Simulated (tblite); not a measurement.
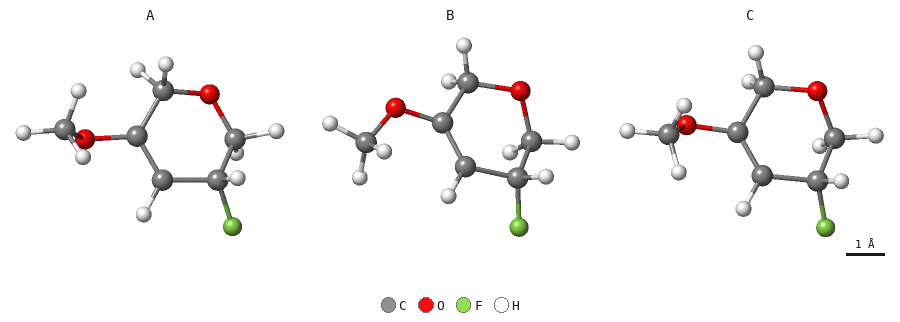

3 geometries from one relaxation of C6H9FO2, in shuffled order. A ball-and-stick model, seen at a tilt.

Method: GFN2-xTB geometry optimisation, gas phase (tblite). 

Question: Order the frames from highest to lowest energy.

Answer: A, C, B. They are steps 0, 98, 145, at +1.098 eV, +0.231 eV relative to the last. After 145 geometry steps the energy has fallen by 1.098 eV. The largest move after the best rigid fit is that of an H atom, 1.68 Å. Largest moves by element: H 1.68 Å, O 0.96 Å, C 0.56 Å, F 0.45 Å. Some distances before and after: C–C 1.467 → 1.532 Å, C–O 1.347 → 1.405 Å, C–C 1.451 → 1.510 Å, C–O 1.400 → 1.356 Å. Among the angles between lasting bonds that change: O–C–C 125.0° → 111.3°, O–C–C 114.4° → 127.2°, C–O–C 121.5° → 112.2°. Groups turn about C–O by about 95°, C–O by about 55°, C–O by about 50°.
